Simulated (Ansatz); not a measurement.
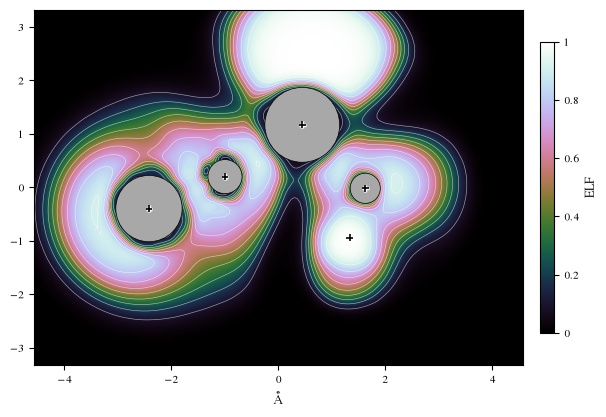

The electron localisation function on a plane through atoms (crosses mark nuclei in the plane; grey discs cover the cores).

These are results of isolated molecule in a Gaussian basis; Kohn-Sham density functional theory, functional PBE0 (Ansatz 0.2.0), not measurements.

Candidates:
A. Cl$_{2}$FHO$_{2}$W (SMILES [O]=[W]([OH])([F])([Cl])[Cl])
B. HNOPSi (SMILES O[Si]=[N+]=[P-]) (doublet)
C. C$_{3}$H$_{3}$F$_{2}$GaO$_{2}$ (SMILES [F][Ga-]1([F])[O]C=CC=[O+]1)

Which system is this?

Answer. Candidate B: HNOPSi on the molecular plane, which holds N, O, P, Si and H. P–N (1.54 Å): the ELF peaks at about 0.85 between the atoms; a polar covalent bond. Si–O (1.67 Å): the ELF peaks at about 0.90 between the atoms: a polar covalent bond.
